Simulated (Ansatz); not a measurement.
A series of calculations on CH8GeS

**1. Relaxation**

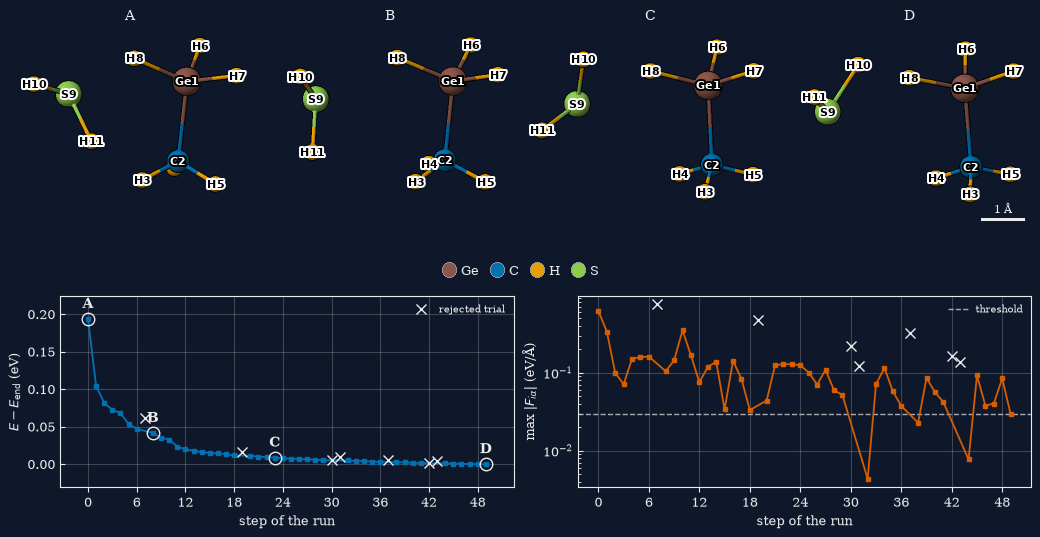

Frames of a relaxation of CH8GeS, marked on the history of the run. Style: ball-and-stick. Shown from a free direction.

The run prepares an end point of a later path (reaction) calculation, from a guessed geometry.

The calculation used RKS PBE0-D4/def2-mTZVP (Ansatz).

The input:
```yaml
crystal:
  periodic: [false, false, false]
  atoms:
    - { symbol: Ge, position_ang: [-0.026977, 0.235952, 0.128178] }
    - { symbol: C, position_ang: [-0.009783, 0.156029, 2.089791] }
    - { symbol: H, position_ang: [-0.771822, -0.525481, 2.4733] }
    - { symbol: H, position_ang: [0.96257, -0.128062, 2.490545] }
    - { symbol: H, position_ang: [-0.238827, 1.146868, 2.484267] }
    - { symbol: H, position_ang: [1.39565, 0.191769, -0.447412] }
    - { symbol: H, position_ang: [-0.677079, 1.570619, -0.301327] }
    - { symbol: H, position_ang: [-0.874028, -0.894536, -0.477952] }
    - { symbol: S, position_ang: [1.191623, -2.867306, 1.040819] }
    - { symbol: H, position_ang: [0.059074, -3.484389, 0.640458] }
    - { symbol: H, position_ang: [0.524899, -2.097863, 1.969732] }
basis:
  gaussian: { orbitals: def2-mTZVP }
hamiltonian:
  xc: pbe0
  dispersion: d4
relax:
  f_tol: 0.03
  max_steps: 50
```

Run as
```bash
ansatz run input.yaml --threads 2 --pin off --max-ram 3072MiB --backend cpu --events-out ev --progress --plain --runs-dir out
```

### Describe the path.

After 42 accepted moves (49 points after the start) the energy has fallen by 0.194 eV. Largest force component: 0.62 eV/Å at the start, 0.029 eV/Å at the end. The line search rejected the trial steps at points 7, 19, 30, 31, 37, 42, 43 of the run. The forces were under the threshold at step 32, but the run went on from there. H11 moves most after the best rigid fit: 1.80 Å. By element the largest moves are H 1.80 Å, S 0.66 Å, C 0.35 Å, Ge 0.23 Å. Among the contacts that change: Ge1–S9 3.457 → 4.009 Å, S9–H11 1.378 → 1.351 Å, Ge1–C2 1.963 → 1.951 Å, Ge1–H6 1.535 → 1.543 Å. Among the angles between lasting bonds that change: Ge1–C2–H4 112.7° → 109.7°, C2–Ge1–H7 108.5° → 111.1°, H6–Ge1–H8 110.0° → 107.9°. Groups turn about Ge1–C2 by about 45°. Cost: 110 s on 2 threads of Arm Neoverse V2, on a shared host, peak memory 0.22 GiB. From step 0 to 8: H11 moves most (1.02 Å), energy −0.152 eV. From step 8 to 23: H atoms move most (0.87 Å), energy −0.033 eV. From step 23 to 49: H atoms move most (0.91 Å), energy −0.009 eV.

**2. Relaxation**

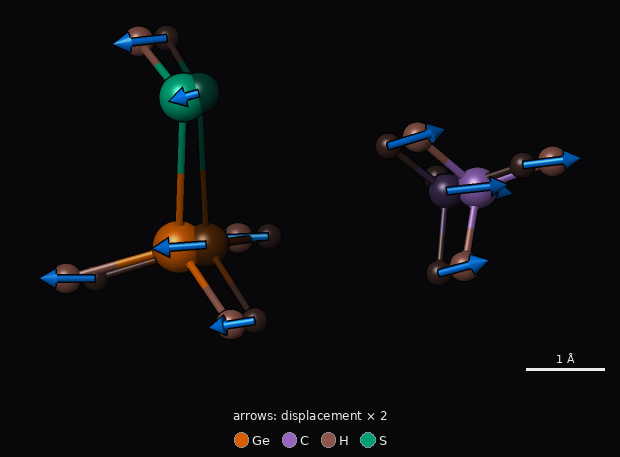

A relaxation of CH₈GeS. The starting structure is drawn faded, the final one solid; blue arrows show the displacements, magnified 2 times. The two geometries are superimposed by the best rigid fit.

A ball-and-stick model, seen face on.

The run prepares an end point of a later path (reaction) calculation, from a guessed geometry.

All numbers below come from RKS PBE0-D4/def2-mTZVP in Ansatz 0.2.0.

Input
```yaml
crystal:
  periodic: [false, false, false]
  atoms:
    - { symbol: Ge, position_ang: [0.014038, -0.605783, -0.387207] }
    - { symbol: C, position_ang: [0.25812, 0.053218, 2.712488] }
    - { symbol: H, position_ang: [-0.826867, -0.041523, 2.744099] }
    - { symbol: H, position_ang: [0.632863, 0.129231, 3.735188] }
    - { symbol: H, position_ang: [0.532737, 0.956106, 2.168133] }
    - { symbol: H, position_ang: [1.136405, 0.440191, -0.303236] }
    - { symbol: H, position_ang: [-1.202124, -0.236847, 0.471275] }
    - { symbol: H, position_ang: [-0.43911, -0.771111, -1.853951] }
    - { symbol: S, position_ang: [0.94447, -2.534799, 0.285103] }
    - { symbol: H, position_ang: [-0.208286, -3.243793, 0.271856] }
    - { symbol: H, position_ang: [0.693054, -0.84129, 2.246653] }
basis:
  gaussian: { orbitals: def2-mTZVP }
hamiltonian:
  xc: pbe0
  dispersion: d4
relax:
  f_tol: 0.03
  max_steps: 50
```

Run as
```bash
ansatz run input.yaml --threads 2 --pin off --max-ram 3072MiB --backend cpu --events-out ev --progress --plain --runs-dir out
```

Question: What happened in the run?

Answer: After 9 accepted moves (10 points after the start) the energy has fallen by 4.01 kcal/mol. Largest force component: 0.48 eV/Å at the start, 0.021 eV/Å at the end. The line search rejected the trial step at point 3 of the run. The forces were under the threshold at step 5, but the run went on from there. The largest move after the best rigid fit is that of H3, 0.52 Å. By element the largest moves are H 0.52 Å, C 0.41 Å, Ge 0.36 Å, S 0.21 Å. Some distances before and after: Ge1–S9 2.245 → 2.231 Å, C2–H11 1.098 → 1.090 Å, Ge1–H8 1.544 → 1.538 Å. The run took 25 s on 2 threads of Arm Neoverse V2, with other jobs on the host, peak memory 0.22 GiB.

Limits of the set-up: the start holds two separate molecules, 2.3 Å apart at their closest, whose relative position is a soft coordinate.

**3. Path**

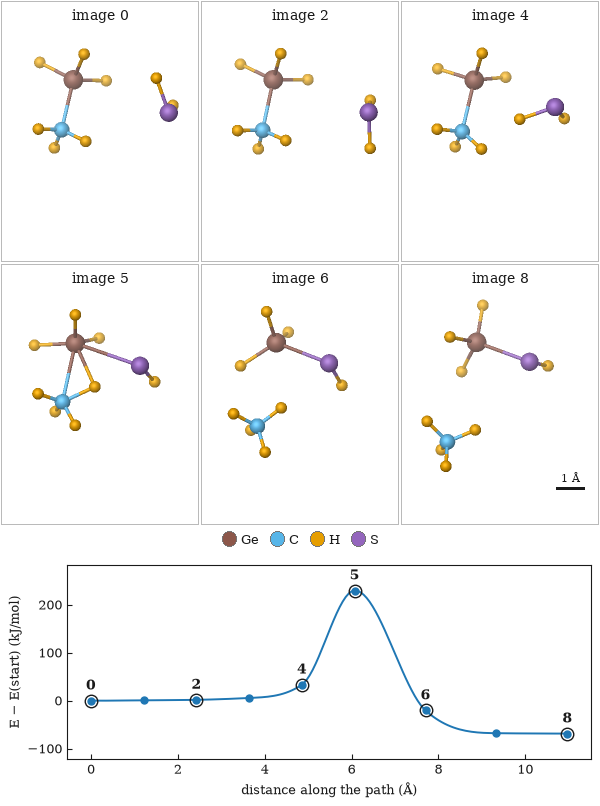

A nudged-elastic-band calculation for CH$_{8}$GeS, made up at the start of CH6Ge and H$_{2}$S. Images are numbered from 0 (start) to 8 (end). Style: ball-and-stick. Shown at a tilt.

Computed with Ansatz 0.2.0, RKS PBE0-D4/def2-mTZVP. Set-up: 7 movable images; climbing image; force threshold 0.05 eV/Å; iteration limit 60; starting path through a guess of the saddle point.

**Read off the barrier and say what moves.**

The energy climbs by 229.7 kJ/mol to image 5 and then falls by 298.4 kJ/mol, so the end point sits at −68.7 kJ/mol. Breaking: C–Ge (1.95 → 3.95 Å), H–S (1.35 → 3.16 Å). Forming: C–H (4.11 → 1.09 Å), Ge–S (4.01 → 2.23 Å). The band converged in 20 iterations. The largest component of the band force went from 78 to 0.041 eV/Å. The climbing image converged on the top of the path. Its vibrational analysis gives one imaginary mode (1190i cm⁻¹), as a transition state must have.

Limits of the set-up: the start holds two separate molecules, 2.9 Å apart at their closest, whose relative position is a soft coordinate.
